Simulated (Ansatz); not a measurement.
**BBrH2O2 + H2O: a complex and its separated parts**

The complex below is one end of an elementary step. How strongly is it bound against its free parts?

Program: Ansatz 0.2.0, Gaussian basis. Level of theory: PBE0-D4/def2-TZVP structures, single points in def2-TZVPP, no counterpoise correction. These are calculated values, not measurements.

Levels: SPW92, PBE-D4, BLYP-D4, r2SCAN-D4, B97M-V, PBE0-D4, B3LYP-D4, r2SCAN0-D4, BHLYP-D4, CAM-B3LYP-D4, wB97X-V, wB97M-V, B2PLYP, PBE-QIDH, RPA on PBE, Hartree-Fock, MP2, CCSD, CCSD(T).

Cores are frozen in the correlated methods. Filled d shells of the heavier atoms are correlated. B3LYP uses VWN-RPA correlation. B2PLYP carries no dispersion term here.

95 further runs of the same task are left out: 1 that didn't finish, 94 set aside as unsound or not needed. Runs told in other sessions of the task aren't counted.

## (1) The starting structure

The complex: 9 atoms, charge 0, spin multiplicity 1.

Atoms are counted from 1 here; the program's logs count them from 0.

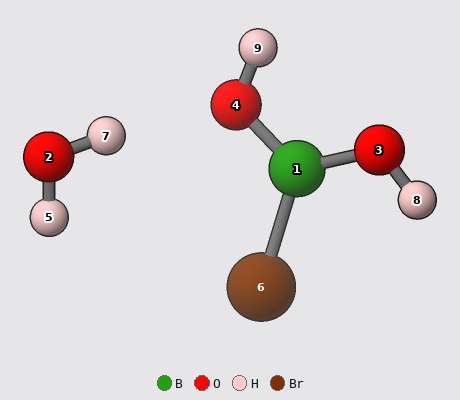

Start geometry, drawn with boron green, oxygen red, hydrogen pink, bromine brown; atoms are numbered from 1 in the order of the file.

Coordinates:

```mol
BBrH4O3
  3D, bonds by distance, orders not assigned

  9  7  0  0  0  0  0  0  0  0999 V2000
    0.3071   -0.9133    0.4414 B   0  0
   -0.7768    2.4280   -1.0335 O   0  0
    0.9192   -2.1147    0.3774 O   0  0
   -0.5687   -0.5236   -0.5118 O   0  0
   -0.5476    2.7947   -0.1771 H   0  0
    0.6406    0.3174    1.8955 Br  0  0
   -0.8216    1.4774   -0.8836 H   0  0
    1.5217   -2.2897    1.1038 H   0  0
   -0.6740   -1.1763   -1.2120 H   0  0
  1  3  8  0
  1  4  8  0
  1  6  8  0
  2  5  8  0
  2  7  8  0
  3  8  8  0
  4  9  8  0
M  END
```

Its parts: BBrH2O2 holds atoms 1, 3, 4, 6, 8, 9; H2O holds atoms 2, 5, 7. Each part counts its atoms afresh in its own runs.

## (2) Relaxing BBrH2O2 alone

relax-a/in.yaml reads:

```yaml
crystal:
  periodic: [false, false, false]
  atoms:
    - {symbol: B, position_ang: [0.307143, -0.913262, 0.441392]}
    - {symbol: O, position_ang: [0.919210, -2.114672, 0.377399]}
    - {symbol: O, position_ang: [-0.568671, -0.523601, -0.511778]}
    - {symbol: Br, position_ang: [0.640582, 0.317394, 1.895529]}
    - {symbol: H, position_ang: [1.521722, -2.289743, 1.103790]}
    - {symbol: H, position_ang: [-0.674017, -1.176271, -1.212001]}
basis:
  gaussian: {orbitals: def2-TZVP}
hamiltonian: {xc: pbe0, dispersion: d4}
relax: {f_tol: 0.005, max_steps: 200}
```

Started as:

```console
$ ansatz run in.yaml --threads 8 --pin off --events-out ev --progress --plain --max-ram 19148MiB
```

The log of the run, cut to the lines that bear on the results:

```text
Functional definition: PBE0
  name "PBE0"
  cite "Adamo & Barone, J. Chem. Phys. 110, 6158 (1999) doi:10.1063/1.478522"
  cite "Perdew, Burke & Ernzerhof, Phys. Rev. Lett. 77, 3865 (1996) doi:10.1103/PhysRevLett.77.3865"
  parent pbe
[...]
972 factors; their error is unknown
[...]
mean field -74841.97504045 eV, -2750.3918530238 hartree, gradient 1.9e-5 eV, S^2 0.000000; 0 other end points of the search recorded, 0 dependent functions left out
[...]
reference -74841.97506496 eV, -2750.3918539244 hartree; 29, 29 occupied and 124, 124 virtual orbitals, 972 factors
[...]
reference -74841.97702121 eV, -2750.3919258154 hartree; 29, 29 occupied and 124, 124 virtual orbitals, 972 factors
Total energy: -74842.06763661 eV, -2750.3952558700 hartree
Atom 0 at     0.303213    -0.910611     0.433883 Å, force    -0.000281    -0.001854    -0.001992 eV/Å
Atom 1 at     0.921140    -2.114270     0.374203 Å, force    -0.000500     0.001290     0.000489 eV/Å
Atom 2 at    -0.565775    -0.519025    -0.517383 Å, force     0.001018     0.000511     0.001822 eV/Å
Atom 3 at     0.645698     0.306913     1.900219 Å, force    -0.000670    -0.000054    -0.000945 eV/Å
Atom 4 at     1.516688    -2.279435     1.108376 Å, force     0.000048    -0.000099    -0.000137 eV/Å
Atom 5 at    -0.674995    -1.183726    -1.204968 Å, force     0.000384     0.000206     0.000763 eV/Å
Dipole moment:     0.121584    -0.384641    -0.129297 e Å
```

It took 6.5 s on 8 threads of Arm Neoverse V1, shared host.

The steps of the relaxation:

| step | energy from step 1 (eV) | largest force component (eV/Å) |
| --- | --- | --- |
| 1 | 0.0000 | 0.2562 |
| 2 | -0.0014 | 0.1159 |
| 3 | -0.0016 | 0.0749 |
| 4 | -0.0020 | 0.0091 |
| 5 | -0.0020 | 0.0020 |

Close pairs (by a distance rule), those that changed most:

| bond | before (Å) | after (Å) | change (Å) |
| --- | --- | --- | --- |
| B1–O3 | 1.352 | 1.347 | -0.005 |
| B1–O2 | 1.350 | 1.354 | +0.004 |
| B1–Br4 | 1.934 | 1.936 | +0.002 |
| O3–H6 | 0.963 | 0.963 | -0.000 |
| O2–H5 | 0.960 | 0.960 | -0.000 |

## (3) Relaxing H2O alone

relax-b/in.yaml reads:

```yaml
crystal:
  periodic: [false, false, false]
  atoms:
    - {symbol: O, position_ang: [-0.776755, 2.428029, -1.033460]}
    - {symbol: H, position_ang: [-0.547619, 2.794717, -0.177129]}
    - {symbol: H, position_ang: [-0.821595, 1.477407, -0.883643]}
basis:
  gaussian: {orbitals: def2-TZVP}
hamiltonian: {xc: pbe0, dispersion: d4}
relax: {f_tol: 0.005, max_steps: 200}
```

Started as:

```console
$ ansatz run in.yaml --threads 8 --pin off --events-out ev --progress --plain --max-ram 19148MiB
```

The log of the run, cut to the lines that bear on the results:

```text
[... 5 set-up lines as earlier in the session ...]
[...]
239 factors; their error is unknown
[...]
mean field -2078.33249979 eV, -76.3773106230 hartree, gradient 1.4e-5 eV, S^2 0.000000; 0 other end points of the search recorded, 0 dependent functions left out
[...]
reference -2078.33309060 eV, -76.3773323348 hartree; 5, 5 occupied and 38, 38 virtual orbitals, 239 factors
Total energy: -2078.33734645 eV, -76.3774887342 hartree
Atom 0 at    -0.776488     2.425128    -1.031262 Å, force     0.000040     0.000118     0.000129 eV/Å
Atom 1 at    -0.547375     2.797290    -0.177004 Å, force     0.000328     0.001694     0.000804 eV/Å
Atom 2 at    -0.822106     1.477734    -0.885967 Å, force    -0.000368    -0.001812    -0.000934 eV/Å
Dipole moment:     0.067657    -0.212096     0.368548 e Å
```

Wall time 0.45 s (8 threads of Arm Neoverse V1, shared host).

The steps of the relaxation:

| step | energy from step 1 (eV) | largest force component (eV/Å) |
| --- | --- | --- |
| 1 | 0.0000 | 0.2268 |
| 2 | -0.0005 | 0.0675 |
| 3 | -0.0006 | 0.0018 |

Distances of close pairs at the start and the end, largest changes first:

| bond | before (Å) | after (Å) | change (Å) |
| --- | --- | --- | --- |
| O1–H3 | 0.963 | 0.960 | -0.004 |
| O1–H2 | 0.959 | 0.960 | +0.000 |

## (4) SPW92/def2-TZVPP

parta/in.yaml reads:

```yaml
crystal:
  periodic: [false, false, false]
  atoms:
    - {symbol: B, position_ang: [0.303213, -0.910611, 0.433883]}
    - {symbol: O, position_ang: [0.921140, -2.114270, 0.374203]}
    - {symbol: O, position_ang: [-0.565775, -0.519025, -0.517383]}
    - {symbol: Br, position_ang: [0.645698, 0.306913, 1.900219]}
    - {symbol: H, position_ang: [1.516688, -2.279435, 1.108376]}
    - {symbol: H, position_ang: [-0.674995, -1.183726, -1.204968]}
basis:
  gaussian: {orbitals: def2-TZVPP}
hamiltonian: {xc: lda}
```

partb/in.yaml reads:

```yaml
crystal:
  periodic: [false, false, false]
  atoms:
    - {symbol: O, position_ang: [-0.776488, 2.425128, -1.031262]}
    - {symbol: H, position_ang: [-0.547375, 2.797290, -0.177004]}
    - {symbol: H, position_ang: [-0.822106, 1.477734, -0.885967]}
basis:
  gaussian: {orbitals: def2-TZVPP}
hamiltonian: {xc: lda}
```

The same command starts each run, in its folder.

Started as:

```console
$ ansatz run in.yaml --threads 8 --pin off --events-out ev --progress --plain --max-ram 19148MiB
```

Output in parta, cut to the lines that bear on the results:

```text
Functional definition: SPW92
  name "SPW92"
  cite "Dirac, Proc. Camb. Phil. Soc. 26, 376 (1930) doi:10.1017/S0305004100016108"
  cite "Slater, Phys. Rev. 81, 385 (1951) doi:10.1103/PhysRev.81.385"
  cite "Perdew & Wang, Phys. Rev. B 45, 13244 (1992) doi:10.1103/PhysRevB.45.13244"
[...]
965 factors; their error is unknown
[...]
mean field -74721.85412982 eV, -2745.9774909789 hartree, gradient 8.9e-5 eV, S^2 0.000000; 0 other end points of the search recorded, 0 dependent functions left out
reference -74721.85416158 eV, -2745.9774921462 hartree; 29, 29 occupied and 140, 140 virtual orbitals, 965 factors
Total energy: -74721.85416158 eV, -2745.9774921462 hartree
```

Output in partb, cut to the lines that bear on the results:

```text
[... 5 set-up lines as earlier in the session ...]
[...]
269 factors; their error is unknown
[...]
mean field -2065.39691769 eV, -75.9019367487 hartree, gradient 5.3e-5 eV, S^2 0.000000; 0 other end points of the search recorded, 0 dependent functions left out
reference -2065.39693652 eV, -75.9019374407 hartree; 5, 5 occupied and 54, 54 virtual orbitals, 269 factors
Total energy: -2065.39693652 eV, -75.9019374407 hartree
```

They took 0.45 s (parta), 0.1 s (partb) on 8 threads of Arm Neoverse V1, shared host.

## (5) PBE-D4/def2-TZVPP

Each input of step 4 (parta, partb) changes in the same lines:

```diff
-hamiltonian: {xc: lda}
+hamiltonian: {xc: pbe, dispersion: d4}
```

The same command starts each run, in its folder.

Started as:

```console
$ ansatz run in.yaml --threads 8 --pin off --events-out ev --progress --plain --max-ram 19148MiB
```

Log of parta, cut to the lines that bear on the results:

```text
Functional definition: PBE
  name "PBE"
[... 2 set-up lines as earlier in the session ...]
[...]
965 factors; their error is unknown
[...]
mean field -74839.48918601 eV, -2750.3004995582 hartree, gradient 2.3e-5 eV, S^2 0.000000; 0 other end points of the search recorded, 0 dependent functions left out
reference -74839.48922018 eV, -2750.3005008140 hartree; 29, 29 occupied and 140, 140 virtual orbitals, 965 factors
Total energy: -74839.59789852 eV, -2750.3044946693 hartree
```

Output in partb, cut to the lines that bear on the results:

```text
[... 4 set-up lines as earlier in the session ...]
[...]
269 factors; their error is unknown
[...]
mean field -2078.40756305 eV, -76.3800691469 hartree, gradient 4.4e-5 eV, S^2 0.000000; 0 other end points of the search recorded, 0 dependent functions left out
reference -2078.40758352 eV, -76.3800698993 hartree; 5, 5 occupied and 54, 54 virtual orbitals, 269 factors
Total energy: -2078.41290061 eV, -76.3802652984 hartree
```

Wall times: 0.7 s (parta), 0.15 s (partb) on 8 threads of Arm Neoverse V1, shared host.

## (6) BLYP-D4/def2-TZVPP

The same edit goes into each in.yaml of step 5 (parta, partb):

```diff
-hamiltonian: {xc: pbe, dispersion: d4}
+hamiltonian: {xc: {name: BLYP}, dispersion: d4}
```

The same command starts each run, in its folder.

Started as:

```console
$ ansatz run in.yaml --threads 8 --pin off --events-out ev --progress --plain --max-ram 19148MiB
```

parta printed, cut to the lines that bear on the results:

```text
Functional definition: BLYP
  name "BLYP"
  cite "Becke, Phys. Rev. A 38, 3098 (1988) doi:10.1103/PhysRevA.38.3098"
  cite "Lee, Yang & Parr, Phys. Rev. B 37, 785 (1988) doi:10.1103/PhysRevB.37.785"
[...]
965 factors; their error is unknown
[...]
mean field -74855.14841665 eV, -2750.8759656701 hartree, gradient 2.8e-5 eV, S^2 0.000000; 0 other end points of the search recorded, 0 dependent functions left out
reference -74855.14870928 eV, -2750.8759764239 hartree; 29, 29 occupied and 140, 140 virtual orbitals, 965 factors
Total energy: -74855.39459731 eV, -2750.8850126425 hartree
```

partb printed, cut to the lines that bear on the results:

```text
[... 4 set-up lines as earlier in the session ...]
[...]
269 factors; their error is unknown
[...]
mean field -2080.27676778 eV, -76.4487611537 hartree, gradient 8.6e-5 eV, S^2 0.000000; 0 other end points of the search recorded, 0 dependent functions left out
reference -2080.27695733 eV, -76.4487681194 hartree; 5, 5 occupied and 54, 54 virtual orbitals, 269 factors
Total energy: -2080.28979981 eV, -76.4492400719 hartree
```

Times: 0.75 s (parta), 0.15 s (partb) on 8 threads of Arm Neoverse V1, shared host.

## (7) r2SCAN-D4/def2-TZVPP

Each input of step 6 (parta, partb) changes in the same lines:

```diff
-hamiltonian: {xc: {name: BLYP}, dispersion: d4}
+hamiltonian: {xc: r2scan, dispersion: d4}
```

Each run has its own folder and the same command.

Started as:

```console
$ ansatz run in.yaml --threads 8 --pin off --events-out ev --progress --plain --max-ram 19148MiB
```

Output in parta, cut to the lines that bear on the results:

```text
Functional definition: r2SCAN
  name "r2SCAN"
  cite "Furness, Kaplan, Ning, Perdew & Sun, J. Phys. Chem. Lett. 11, 8208 (2020) doi:10.1021/acs.jpclett.0c02405"
  cite "Furness, Kaplan, Ning, Perdew & Sun, J. Phys. Chem. Lett. 11, 9248 (2020) doi:10.1021/acs.jpclett.0c03077"
  parent r2scan
[...]
965 factors; their error is unknown
[...]
mean field -74852.63923277 eV, -2750.7837548631 hartree, gradient 2.5e-5 eV, S^2 0.000000; 0 other end points of the search recorded, 0 dependent functions left out
reference -74852.63924240 eV, -2750.7837552169 hartree; 29, 29 occupied and 140, 140 virtual orbitals, 965 factors
Total energy: -74852.66360180 eV, -2750.7846504087 hartree
```

partb printed, cut to the lines that bear on the results:

```text
[... 5 set-up lines as earlier in the session ...]
[...]
269 factors; their error is unknown
[...]
mean field -2079.58116210 eV, -76.4231981163 hartree, gradient 8.5e-5 eV, S^2 0.000000; 0 other end points of the search recorded, 0 dependent functions left out
reference -2079.58116730 eV, -76.4231983075 hartree; 5, 5 occupied and 54, 54 virtual orbitals, 269 factors
Total energy: -2079.58243983 eV, -76.4232450723 hartree
```

Times: 1.5 s (parta), 0.4 s (partb) on 8 threads of Arm Neoverse V1, shared host.

## (8) B97M-V/def2-TZVPP

The same edit goes into each in.yaml of step 7 (parta, partb):

```diff
-hamiltonian: {xc: r2scan, dispersion: d4}
+hamiltonian: {xc: {name: B97M-V}}
```

Each run has its own folder and the same command.

Started as:

```console
$ ansatz run in.yaml --threads 8 --pin off --events-out ev --progress --plain --max-ram 19148MiB
```

Log of parta, cut to the lines that bear on the results:

```text
Functional definition: B97M-V
  name "B97M-V"
  cite "Mardirossian & Head-Gordon, J. Chem. Phys. 142, 074111 (2015) doi:10.1063/1.4907719"
  cite "Becke, J. Chem. Phys. 107, 8554 (1997) doi:10.1063/1.475007"
  cite "Vydrov & Van Voorhis, J. Chem. Phys. 133, 244103 (2010) doi:10.1063/1.3521275"
  # Of w^i u^j: cxij and so on, Table III.
[...]
  gx(w, u) = cx00 + cx01*u + cx02*u^2 + (cx10 + cx11*u)*w
[...]
  gos(w, u) = cos00 + cos01*u + cos03*u^3 + cos10*w + cos32*w^3*u^2
[...]
      + integral(e_c_pw_mod_opposite_spin*gos(b97_w_opposite, b97_u_opposite)) + vv10(b, c)
965 factors; their error is unknown
[...]
mean field -74841.90140311 eV, -2750.3891469013 hartree, gradient 6.5e-5 eV, S^2 0.000000; 0 other end points of the search recorded, 0 dependent functions left out
reference -74841.90145221 eV, -2750.3891487058 hartree; 29, 29 occupied and 140, 140 virtual orbitals, 965 factors
Total energy: -74841.90145221 eV, -2750.3891487058 hartree
```

Log of partb, cut to the lines that bear on the results:

```text
[... 5 set-up lines as earlier in the session ...]
  # Of w^i u^j: cxij and so on, Table III.
[...]
  gx(w, u) = cx00 + cx01*u + cx02*u^2 + (cx10 + cx11*u)*w
[...]
  gos(w, u) = cos00 + cos01*u + cos03*u^3 + cos10*w + cos32*w^3*u^2
[...]
      + integral(e_c_pw_mod_opposite_spin*gos(b97_w_opposite, b97_u_opposite)) + vv10(b, c)
269 factors; their error is unknown
[...]
mean field -2079.93554802 eV, -76.4362215587 hartree, gradient 2.9e-5 eV, S^2 0.000000; 0 other end points of the search recorded, 0 dependent functions left out
reference -2079.93557483 eV, -76.4362225441 hartree; 5, 5 occupied and 54, 54 virtual orbitals, 269 factors
Total energy: -2079.93557483 eV, -76.4362225441 hartree
```

They took 2.4 s (parta), 0.3 s (partb) on 8 threads of Arm Neoverse V1, shared host.

## (9) PBE0-D4/def2-TZVPP

Each input of step 8 (parta, partb) changes in the same lines:

```diff
-hamiltonian: {xc: {name: B97M-V}}
+hamiltonian: {xc: pbe0, dispersion: d4}
+output: {orbitals: {seedname: orbitals}}
```

Each run has its own folder and the same command.

Started as:

```console
$ ansatz run in.yaml --threads 8 --pin off --events-out ev --progress --plain --max-ram 19148MiB
```

Log of parta, cut to the lines that bear on the results:

```text
[... 5 set-up lines as earlier in the session ...]
[...]
1002 factors; their error is unknown
[...]
mean field -74842.05578100 eV, -2750.3948201845 hartree, gradient 3.0e-5 eV, S^2 0.000000; 0 other end points of the search recorded, 0 dependent functions left out
reference -74842.05580589 eV, -2750.3948210991 hartree; 29, 29 occupied and 140, 140 virtual orbitals, 1002 factors
Total energy: -74842.14642129 eV, -2750.3981511537 hartree
```

partb printed, cut to the lines that bear on the results:

```text
[... 5 set-up lines as earlier in the session ...]
[...]
269 factors; their error is unknown
[...]
mean field -2078.42783317 eV, -76.3808140600 hartree, gradient 1.2e-5 eV, S^2 0.000000; 0 other end points of the search recorded, 0 dependent functions left out
reference -2078.42784767 eV, -76.3808145930 hartree; 5, 5 occupied and 54, 54 virtual orbitals, 269 factors
Total energy: -2078.43210352 eV, -76.3809709924 hartree
```

Wall times: 1.1 s (parta), 0.15 s (partb) on 8 threads of Arm Neoverse V1, shared host.

## (10) B3LYP-D4/def2-TZVPP

Each input of step 9 (parta, partb) changes in the same lines:

```diff
-hamiltonian: {xc: pbe0, dispersion: d4}
-output: {orbitals: {seedname: orbitals}}
+hamiltonian: {xc: {name: B3LYP}, dispersion: d4}
```

Each run has its own folder and the same command.

Started as:

```console
$ ansatz run in.yaml --threads 8 --pin off --events-out ev --progress --plain --max-ram 19148MiB
```

Output in parta, cut to the lines that bear on the results:

```text
Functional definition: B3LYP
  name "B3LYP"
  cite "Stephens, Devlin, Chabalowski & Frisch, J. Phys. Chem. 98, 11623 (1994) doi:10.1021/j100096a001"
[... 2 set-up lines as earlier in the session ...]
  cite "Vosko, Wilk & Nusair, Can. J. Phys. 58, 1200 (1980) doi:10.1139/p80-159"
[...]
1002 factors; their error is unknown
[...]
mean field -74856.32282272 eV, -2750.9191242971 hartree, gradient 3.4e-5 eV, S^2 0.000000; 0 other end points of the search recorded, 0 dependent functions left out
reference -74856.32303905 eV, -2750.9191322470 hartree; 29, 29 occupied and 140, 140 virtual orbitals, 1002 factors
Total energy: -74856.50121726 eV, -2750.9256801754 hartree
```

Log of partb, cut to the lines that bear on the results:

```text
[... 6 set-up lines as earlier in the session ...]
[...]
269 factors; their error is unknown
[...]
mean field -2080.76395907 eV, -76.4666651032 hartree, gradient 1.1e-5 eV, S^2 0.000000; 0 other end points of the search recorded, 0 dependent functions left out
reference -2080.76409743 eV, -76.4666701879 hartree; 5, 5 occupied and 54, 54 virtual orbitals, 269 factors
Total energy: -2080.77252352 eV, -76.4669798412 hartree
```

Times: 1.2 s (parta), 0.15 s (partb) on 8 threads of Arm Neoverse V1, shared host.

## (11) r2SCAN0-D4/def2-TZVPP

The same edit goes into each in.yaml of step 10 (parta, partb):

```diff
-hamiltonian: {xc: {name: B3LYP}, dispersion: d4}
+hamiltonian: {xc: {name: r2SCAN0}, dispersion: d4}
```

One command serves all of them, each in its own folder.

Started as:

```console
$ ansatz run in.yaml --threads 8 --pin off --events-out ev --progress --plain --max-ram 19148MiB
```

parta printed, cut to the lines that bear on the results:

```text
Functional definition: r2SCAN0
  name "r2SCAN0"
  cite "Bursch, Neugebauer, Ehlert & Grimme, J. Chem. Phys. 156, 134105 (2022) doi:10.1063/5.0086040"
[... 3 set-up lines as earlier in the session ...]
[...]
1002 factors; their error is unknown
[...]
mean field -74851.97007507 eV, -2750.7591637712 hartree, gradient 4.1e-5 eV, S^2 0.000000; 0 other end points of the search recorded, 0 dependent functions left out
reference -74851.97008261 eV, -2750.7591640483 hartree; 29, 29 occupied and 140, 140 virtual orbitals, 1002 factors
Total energy: -74851.99910154 eV, -2750.7602304742 hartree
```

partb printed, cut to the lines that bear on the results:

```text
[... 6 set-up lines as earlier in the session ...]
[...]
269 factors; their error is unknown
[...]
mean field -2079.27473159 eV, -76.4119370028 hartree, gradient 1.9e-5 eV, S^2 0.000000; 0 other end points of the search recorded, 0 dependent functions left out
reference -2079.27473569 eV, -76.4119371535 hartree; 5, 5 occupied and 54, 54 virtual orbitals, 269 factors
Total energy: -2079.27613985 eV, -76.4119887554 hartree
```

Times: 2.1 s (parta), 0.4 s (partb) on 8 threads of Arm Neoverse V1, shared host.

## (12) BHLYP-D4/def2-TZVPP

Each input of step 11 (parta, partb) changes in the same lines:

```diff
-hamiltonian: {xc: {name: r2SCAN0}, dispersion: d4}
+hamiltonian: {xc: {name: BHLYP}, dispersion: d4}
```

The same command starts each run, in its folder.

Started as:

```console
$ ansatz run in.yaml --threads 8 --pin off --events-out ev --progress --plain --max-ram 19148MiB
```

Output in parta, cut to the lines that bear on the results:

```text
Functional definition: BHLYP
  name "BHLYP"
  cite "Becke, J. Chem. Phys. 98, 1372 (1993) doi:10.1063/1.464304"
[... 2 set-up lines as earlier in the session ...]
[...]
1136 factors; their error is unknown
[...]
mean field -74852.94291158 eV, -2750.7949148537 hartree, gradient 8.7e-6 eV, S^2 0.000000; 0 other end points of the search recorded, 0 dependent functions left out
reference -74852.94305597 eV, -2750.7949201597 hartree; 29, 29 occupied and 140, 140 virtual orbitals, 1136 factors
Total energy: -74853.07887845 eV, -2750.7999115440 hartree
```

partb printed, cut to the lines that bear on the results:

```text
[... 5 set-up lines as earlier in the session ...]
[...]
295 factors; their error is unknown
[...]
mean field -2079.57892800 eV, -76.4231160148 hartree, gradient 2.0e-5 eV, S^2 0.000000; 0 other end points of the search recorded, 0 dependent functions left out
reference -2079.57901879 eV, -76.4231193513 hartree; 5, 5 occupied and 54, 54 virtual orbitals, 295 factors
Total energy: -2079.58397063 eV, -76.4233013279 hartree
```

Wall times: 0.9 s (parta), 0.15 s (partb) on 8 threads of Arm Neoverse V1, shared host.

[end of part 1 of 2]
